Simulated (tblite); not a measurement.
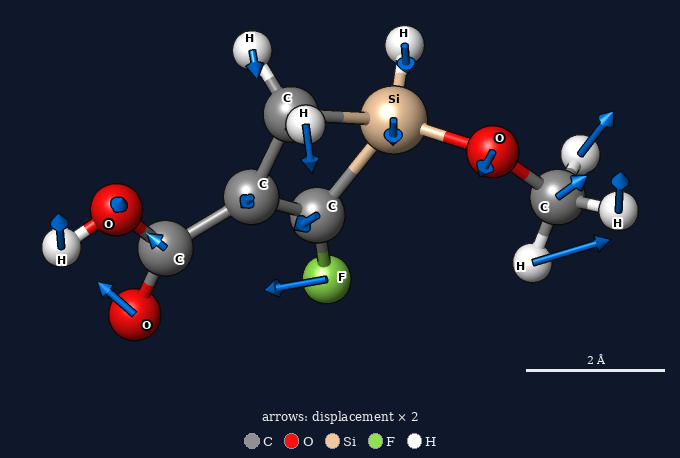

A relaxation of C$_{5}$H$_{7}$FO$_{3}$Si. The starting structure is drawn; blue arrows show the displacements, 2 times their true length. The two geometries are superimposed by the best rigid fit.

Style: ball-and-stick. Shown at a tilt.

Theory: GFN2-xTB geometry optimisation, gas phase in tblite. 

> What did the optimiser do to the structure, and how much energy did it gain?

The atom that moves furthest after the best rigid fit is an H atom (0.61 Å). By element the largest moves are H 0.61 Å, F 0.52 Å, O 0.38 Å, C 0.31 Å, Si 0.29 Å. Near-neighbour distances that change, for instance: O–Si 1.672 → 1.608 Å, C–Si 1.863 → 1.912 Å, H–Si 1.487 → 1.458 Å, C–H 1.112 → 1.090 Å. Bond angles that change, for instance: C–O–Si 118.7° → 131.9°, O–Si–C 117.5° → 110.3°, C–C–C 132.9° → 125.6°. Groups turn about O–Si by about 25°. The energy falls by 0.424 eV in 100 geometry steps. Cost: 1.3 s on 1 thread of Arm Neoverse N1 (shared host).
